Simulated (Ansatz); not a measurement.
**Resistivity from frozen vibrations: Hf(0001) with 2 thermally displaced layers, 2x2**

Aim: the resistivity of Hf at 300 K from frozen thermal displacements between perfect leads.

Calculated with Ansatz 0.2.0; Ansatz plane-wave DFT, PBE, PAW files; ballistic transport by layer matching (Landauer), zero bias; PAW set soft_1.

### Step 1. The starting structure

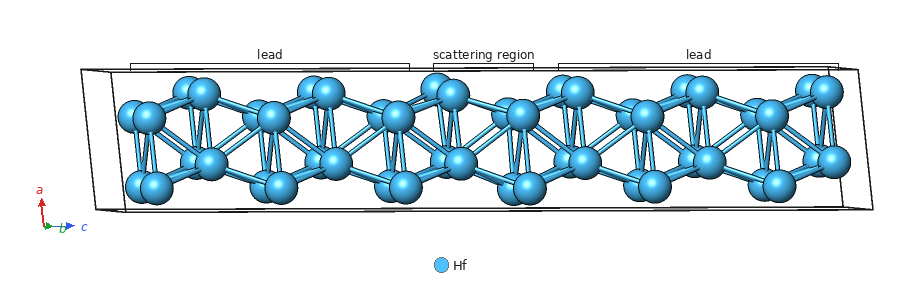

The starting structure, seen from the side, with the c axis across the page (hafnium blue).

The cell holds 48 atoms: 48 Hf. Cell: a = 6.393 Å, b = 6.393 Å, c = 30.347 Å, α = 90.0°, β = 90.0°, γ = 120.0°. It derives from Hf. Regions: lead, 40 atoms (40 Hf); scattering region, 8 atoms (8 Hf). The structure is stacked along c, and the current runs across the ab planes.

### Step 2. With 2 displaced layers

Each atom of 2 layers is moved at random, by amounts drawn from a normal law 0.0627 Å wide in each direction from the Debye model (252 K) at 300 K. The layers about the cell's end stay perfect and serve as the lead. Disorder leaves little or no symmetry, which makes such runs dear. Energies from -0.05 to 0.05 eV in steps of 0.05 eV are too few for the program's thermal sum, so it prints no conductance; for a metal the transmission near the Fermi level serves, at a fraction of the cost.

The input, input.yaml:

```yaml
crystal:
  lattice:
    - [6.3934, 0.0, 0.0]
    - [-3.1967, 5.5368468166, 0.0]
    - [0.0, 0.0, 30.3468]
  atoms:
    - { symbol: Hf, position: [0.1666666667, 0.3333333333, 0.0416666667] }
    - { symbol: Hf, position: [0.1666666667, 0.8333333333, 0.0416666667] }
    - { symbol: Hf, position: [0.6666666667, 0.3333333333, 0.0416666667] }
    - { symbol: Hf, position: [0.6666666667, 0.8333333333, 0.0416666667] }
    - { symbol: Hf, position: [0.3333333333, 0.1666666667, 0.125] }
    - { symbol: Hf, position: [0.3333333333, 0.6666666667, 0.125] }
    - { symbol: Hf, position: [0.8333333333, 0.1666666667, 0.125] }
    - { symbol: Hf, position: [0.8333333333, 0.6666666667, 0.125] }
    - { symbol: Hf, position: [0.1666666667, 0.3333333333, 0.2083333333] }
    - { symbol: Hf, position: [0.1666666667, 0.8333333333, 0.2083333333] }
    - { symbol: Hf, position: [0.6666666667, 0.3333333333, 0.2083333333] }
    - { symbol: Hf, position: [0.6666666667, 0.8333333333, 0.2083333333] }
    - { symbol: Hf, position: [0.3333333333, 0.1666666667, 0.2916666667] }
    - { symbol: Hf, position: [0.3333333333, 0.6666666667, 0.2916666667] }
    - { symbol: Hf, position: [0.8333333333, 0.1666666667, 0.2916666667] }
    - { symbol: Hf, position: [0.8333333333, 0.6666666667, 0.2916666667] }
    - { symbol: Hf, position: [0.1666666667, 0.3333333333, 0.375] }
    - { symbol: Hf, position: [0.1666666667, 0.8333333333, 0.375] }
    - { symbol: Hf, position: [0.6666666667, 0.3333333333, 0.375] }
    - { symbol: Hf, position: [0.6666666667, 0.8333333333, 0.375] }
    - { symbol: Hf, position: [0.333818093, 0.1651715832, 0.4596557336] }
    - { symbol: Hf, position: [0.3313302836, 0.6606042824, 0.4590799862] }
    - { symbol: Hf, position: [0.8514732872, 0.1773851602, 0.4568801997] }
    - { symbol: Hf, position: [0.8174038178, 0.6596128206, 0.4584186668] }
    - { symbol: Hf, position: [0.1426406024, 0.3308571807, 0.5390940016] }
    - { symbol: Hf, position: [0.1564098024, 0.827173737, 0.5410135426] }
    - { symbol: Hf, position: [0.6766003916, 0.3451318736, 0.5414012571] }
    - { symbol: Hf, position: [0.6762954506, 0.8258050595, 0.5423924952] }
    - { symbol: Hf, position: [0.3333333333, 0.1666666667, 0.625] }
    - { symbol: Hf, position: [0.3333333333, 0.6666666667, 0.625] }
    - { symbol: Hf, position: [0.8333333333, 0.1666666667, 0.625] }
    - { symbol: Hf, position: [0.8333333333, 0.6666666667, 0.625] }
    - { symbol: Hf, position: [0.1666666667, 0.3333333333, 0.7083333333] }
    - { symbol: Hf, position: [0.1666666667, 0.8333333333, 0.7083333333] }
    - { symbol: Hf, position: [0.6666666667, 0.3333333333, 0.7083333333] }
    - { symbol: Hf, position: [0.6666666667, 0.8333333333, 0.7083333333] }
    - { symbol: Hf, position: [0.3333333333, 0.1666666667, 0.7916666667] }
    - { symbol: Hf, position: [0.3333333333, 0.6666666667, 0.7916666667] }
    - { symbol: Hf, position: [0.8333333333, 0.1666666667, 0.7916666667] }
    - { symbol: Hf, position: [0.8333333333, 0.6666666667, 0.7916666667] }
    - { symbol: Hf, position: [0.1666666667, 0.3333333333, 0.875] }
    - { symbol: Hf, position: [0.1666666667, 0.8333333333, 0.875] }
    - { symbol: Hf, position: [0.6666666667, 0.3333333333, 0.875] }
    - { symbol: Hf, position: [0.6666666667, 0.8333333333, 0.875] }
    - { symbol: Hf, position: [0.3333333333, 0.1666666667, 0.9583333333] }
    - { symbol: Hf, position: [0.3333333333, 0.6666666667, 0.9583333333] }
    - { symbol: Hf, position: [0.8333333333, 0.1666666667, 0.9583333333] }
    - { symbol: Hf, position: [0.8333333333, 0.6666666667, 0.9583333333] }
kpoints:
  mp_grid: { grid: [4, 4, 1] }
hamiltonian:
  xc: pbe
  pseudopotentials: { kind: paw, azcp: { folder: soft_1 } }
scf:
  occupations: { method: fermi_dirac, width: 0.1 }
output:
  transmission: { leads: [[0, 8]], kmesh: [8, 8], e_range: [-0.05, 0.05], de: 0.05 }
  write_potential: true
  write_density: true
  volumetric_format: npy
  elf: true
```

Command:

```
ansatz run input.yaml --threads 4 --pin off --max-ram 15360MiB --backend cpu --events-out ev --progress --plain --runs-dir out
```

Numbers of over 12 decimals in the logs are rounded to 6 here.

The program printed:

```text
Engine: ansatz 0.2.0, x86_64-unknown-linux-gnu
Pseudopotentials: kind: paw
Pseudopotential: Hf, paw, valence charge 26, recommended cutoff 420 eV (normal), soft_1/Hf.paw.azcp
Functional definition: PBE
  parameter kappa = 0.804
  parameter beta = 0.066725
  exchange = pbe_x(kappa = kappa, mu = beta*pi^2/3)
  correlation = pbe_c(beta = beta)
Crystal: 48 atoms, lattice volume = 1074.255 Å³
Basis set: ecut = 420 eV, 21065 PW (Γ)
Bands: 749, of which v1, the nominal top of the filled ones, is band 624 counted from 1 (623 counted from 0)
Symmetry: 1 space group operations
Space group: P1 (ITA 1), of the structure as read, at distance tolerance 1.0e-4 Å
k-points: 10 of 16 (time reversal used)
Non-local potential: Hf, projectors of the file, l = 0: 3, l = 1: 2, l = 2: 2, l = 3: 3
PAW form: soft (Blöchl's): semilocal exchange-correlation on the pseudo side does not see the compensation charge
PAW one-centre angular grid: Hf, 590 points (default); XC on 64 Gauss nodes
Initial density: superposition of atomic densities (chi_scale 0.1, normalization cell)
Initial wavefunctions: pseudopotential atomic-orbital guess
Functional: x = pbe(κ = 0.804, μ = 0.219515), c = pbe(β = 0.066725)
SCF iter   1: F=—  HF=-754671.681514 eV  |F-HF|=—  |Δ(HF+E_count)|=         —  Δρ=3.55e-2  dr2=1.72e1  ethr=3.10e-3  ⟨swp⟩=5.9  Hψ=22365  notcnv=0  defer=156
preconditioner: auto → Kerker (q_TF=auto, 2.797 Å⁻¹)  [metal: Δε(μ)=0.025 eV  Ē_g=16.451 eV  σ=0.100 eV  W_gap=0.06  n_scr=380 (ndim 8)  ℏωp=38.5 eV  f_vac=0.000  D(μ)=33.13/eV (n_scr^D=268)]
SCF iter   2: F=—  HF=-754668.532609 eV  |F-HF|=—  |Δ(HF+E_count)|=    3.15e0  Δρ=2.28e-2  dr2=6.90e0  ethr=1.38e-3  ⟨swp⟩=3.2  Hψ=14189  notcnv=0  defer=375
SCF iter   3: F=—  HF=-754667.433421 eV  |F-HF|=—  |Δ(HF+E_count)|=    1.10e0  Δρ=9.01e-3  dr2=1.05e0  ethr=5.53e-4  ⟨swp⟩=2.0  Hψ=12310  notcnv=0  defer=375
SCF iter   4: F=—  HF=-754666.306905 eV  |F-HF|=—  |Δ(HF+E_count)|=    1.13e0  Δρ=3.29e-3  dr2=7.21e-2  ethr=8.43e-5  ⟨swp⟩=2.2  Hψ=14423  notcnv=0  defer=375
SCF iter   5: F=—  HF=-754666.337224 eV  |F-HF|=—  |Δ(HF+E_count)|=   3.03e-2  Δρ=7.42e-4  dr2=9.43e-3  ethr=5.78e-6  ⟨swp⟩=2.8  Hψ=13919  notcnv=0  defer=375
SCF iter   6: F=—  HF=-754666.341201 eV  |F-HF|=—  |Δ(HF+E_count)|=   3.98e-3  Δρ=2.46e-4  dr2=1.37e-3  ethr=7.56e-7  ⟨swp⟩=2.9  Hψ=15344  notcnv=0  defer=375
SCF iter   7: F=—  HF=-754666.340796 eV  |F-HF|=—  |Δ(HF+E_count)|=   4.05e-4  Δρ=1.28e-4  dr2=1.85e-4  ethr=1.10e-7  ⟨swp⟩=3.0  Hψ=14609  notcnv=0  defer=375
SCF iter   8: F=—  HF=-754666.340844 eV  |F-HF|=—  |Δ(HF+E_count)|=   4.80e-5  Δρ=4.19e-5  dr2=2.07e-5  ethr=1.48e-8  ⟨swp⟩=2.8  Hψ=14957  notcnv=0  defer=375
SCF iter   9: F=—  HF=-754666.341299 eV  |F-HF|=—  |Δ(HF+E_count)|=   4.55e-4  Δρ=1.16e-5  dr2=2.78e-6  ethr=1.66e-9  ⟨swp⟩=3.9  Hψ=15288  notcnv=0  defer=375
SCF iter  10: F=—  HF=-754666.341299 eV  |F-HF|=—  |Δ(HF+E_count)|=   5.26e-8  Δρ=6.91e-6  dr2=1.24e-6  ethr=2.23e-10  ⟨swp⟩=4.3  Hψ=20413  notcnv=0  defer=375
SCF iter  11: F=—  HF=-754666.341298 eV  |F-HF|=—  |Δ(HF+E_count)|=   5.51e-7  Δρ=2.30e-6  dr2=1.07e-7  ethr=9.90e-11  ⟨swp⟩=2.6  Hψ=14584  notcnv=0  defer=375
SCF iter  12: F=-754666.341298 eV  HF=-754666.341298 eV  |F-HF|=1.42e-8  |Δ(HF+E_count)|=   8.38e-9  Δρ=7.89e-7  dr2=8.47e-9  ethr=8.01e-12  ⟨swp⟩=21.1  Hψ=50968  notcnv=0
SCF 1 converged in 12 iterations: F = -754666.341298 eV  dr2 = 8.47e-9
  greatest PAW one-centre occupation: 0.999 electrons in one spin orbital (limit 2), on the Hf atom at site 28 (counted from 0), in its partial waves of l = 0
transmission: 138 of 1326 steps passed
transmission: 273 of 1326 steps passed
[...]
transmission: 1326 of 1326 steps passed
SCF converged after 12 iterations
Free energy (F): -754666.341298 eV
Harris-Foulkes:  -754666.341298 eV  (|F-HF|=1.42e-8)
Internal energy: -754665.073048 eV  (E = F + TS)
E sigma→0 (E₀):  -754665.707173 eV
Entropy (-TS):   -1.268250 eV (-26.422 meV/atom)
Fermi energy:    18.131134 eV
--- Per-component energies (eV) ---
  E_band       = -450.901569
  E_kinetic    = 19633.212605
  E_local      = -303221.321262  (includes V_loc(G=0)·N_el)
  E_nonlocal   = 2776.548942
  E_hartree    = 147687.983560
  E_xc         = -12799.532620
  E_vxc        = -12235.260496  (∫ρ·V_xc dr)
  E_paw        = -369426.426424  (= ΣΔE_a)
  E_vpaw       = -2780.067036  (= ΣTr[D̂ρ^β])
  E_aug_tail   = 0.004014  (compensation charges beyond the density's cutoff)
  E_ewald      = -239315.541863
  E_smearing   = -1.268250  (= −TS)
  E_closure    = 0.000000  (closes the sum)
  Σ components = -754666.341298   (vs F -754666.341298, Δ=0.00e0)
--- Band table (eV; the first three rows and the last of 10) ---
  k-point 0: bands = [... 620 lower, 18.8574, 18.9200, 18.9265, 18.9405, 18.9776, 19.0011, 19.0261, 19.0522, ... 121 higher]
  k-point 1: bands = [... 620 lower, 18.4288, 18.4440, 18.4496, 18.4745, 18.4986, 18.5060, 18.5154, 18.5206, ... 121 higher]
  k-point 2: bands = [... 620 lower, 17.7927, 17.7974, 17.8489, 17.8647, 17.9878, 17.9988, 18.0275, 18.0314, ... 121 higher]
  k-point 9: bands = [... 620 lower, 17.7905, 17.8081, 17.8347, 17.8520, 18.0026, 18.0140, 18.0306, 18.0346, ... 121 higher]
--- Transmission ---
  basis      : 313 plane waves across, 39 finite elements along
  points     : 34, standing for a mesh of 8 x 8
  energies   : 3 from -0.050000 to 0.050000 eV about the Fermi level, 0.050000 eV apart; the leads are filled to 0.000000 eV, and channels, transmission and decay are at 0.000000 eV
  crystal 0  : Hf8, at the sites [0, 8], period 5.0578 Å, over 25.29 Å; its Hamiltonian steps by up to 7.0 meV
    offset         : up to 0.0000 Å between an atom of the period and one for which it stands
    channels       : 2.843750e0 a spin
    conductance    : none, the energies end too early or step too widely for 300 K: set another output.transmission.e_range or a lower de, or, where they end at an eighth of basis.ecutwfc, a higher one
  junction   : crystal 0 to crystal 0, 0.70 to 25.99 Å
    transmission   : 2.581331e0 a spin
    conductance    : none, the energies end too early or step too widely for 300 K: set another output.transmission.e_range or a lower de, or, where they end at an eighth of basis.ecutwfc, a higher one
```

The job ended after 18 min (4 threads of Intel Xeon Platinum 8259CL at 2.50GHz (Skylake/Cascade Lake), shared host; peak memory 6.8 GiB; 62 min of CPU time).

Numbers from this step:

```
free energy                                                  : -754666.3413 eV
energy at zero smearing                                      : -754665.7072 eV
Fermi energy                                                 : 18.13 eV
cell area                                                    : 35.40 Å²
transmission at the energy nearest the Fermi level, one spin : 2.581
channels at the energy nearest the Fermi level, one spin     : 2.844
step of the lead's Hamiltonian                               : 7 meV
```

Per spin. The transmission, zone mean by energy, zero at the Fermi level:

```csv
energy (eV),"transmission, zone mean"
-0.0500,2.48
0.0000,2.58
0.0500,2.41
```

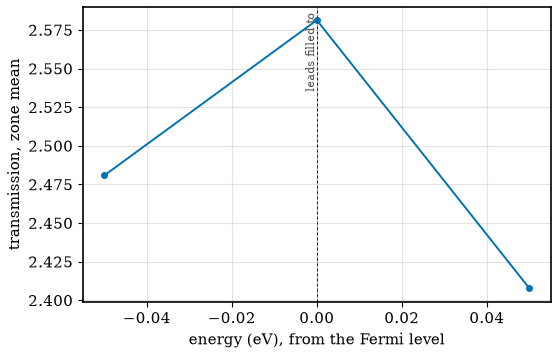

Transmission, zone mean, plotted against energy.

Per spin. Table of open channels, zone mean, lead by energy, zero at the Fermi level:

```csv
energy (eV),"open channels, zone mean, lead"
-0.0500,2.62
0.0000,2.84
0.0500,2.66
```

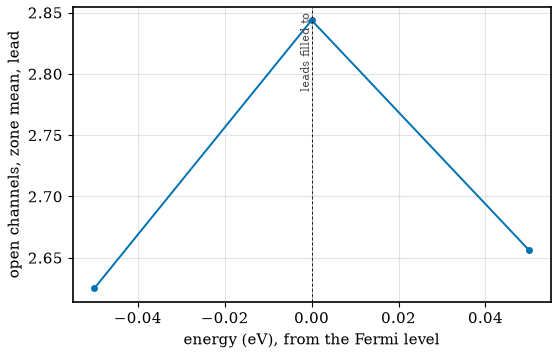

Open channels, zone mean, lead against energy.

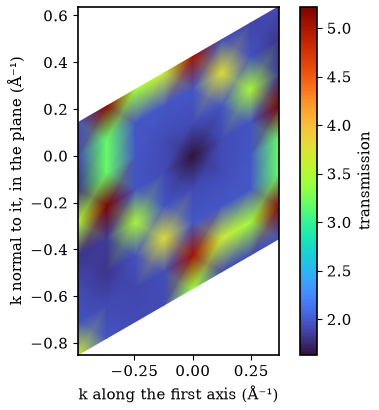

Transmission over k1 and k2. At 0.0000 eV from the Fermi level.

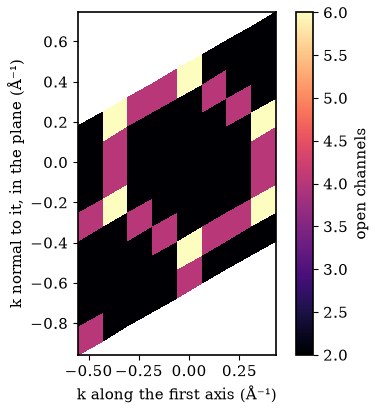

Open channels over k1 and k2. At 0.0000 eV from the Fermi level.

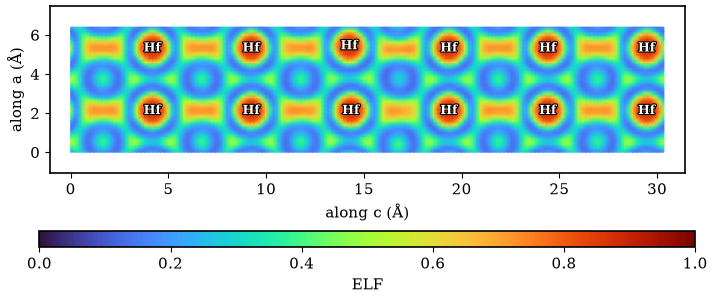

ELF in the ca plane at fractional y = 0.165, with atoms of Hf within 0.2 Å of it. It is the smooth field of the valence electrons, not physical close to the nuclei.

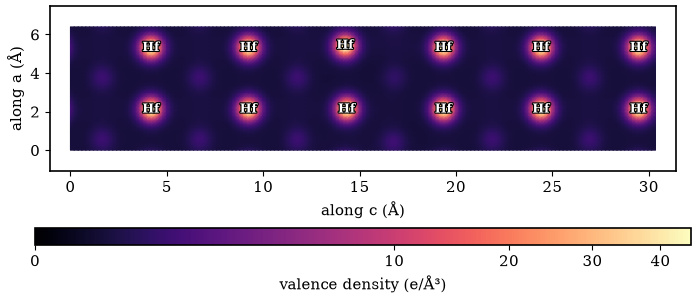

Valence density in the ca plane at fractional y = 0.165, with atoms of Hf within 0.2 Å of it. It is the smooth field of the valence electrons, not physical close to the nuclei. The colour scale is stretched toward low values.

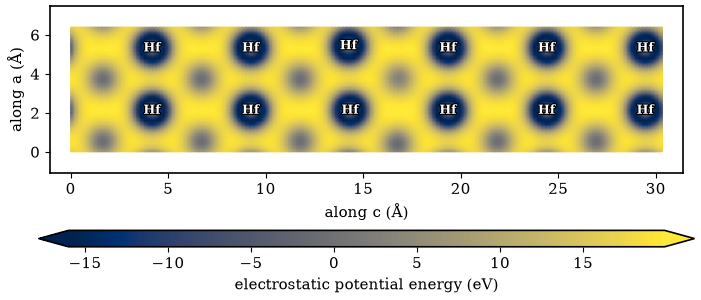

Electrostatic potential energy in the ca plane at fractional y = 0.165, with atoms of Hf within 0.2 Å of it. With pseudopotentials it is smooth inside the atoms' cores, unlike the true potential.

Over the solved energies the transmission per spin lies between 2.41 and 2.58, out of 2.71 channels of the lead on average (up to 2.84).

(Part 1 of 2 ends here.)

[Logs are printed without paths, hosts, clocks, repeated set-up lines and the standing remarks that a program may print on its own settings, such as how far it seeks lower states.]

[Hosts, paths, dates, database ids (printed as entryN), source tags and the programs' standing remarks are cut or masked in the printed files.]
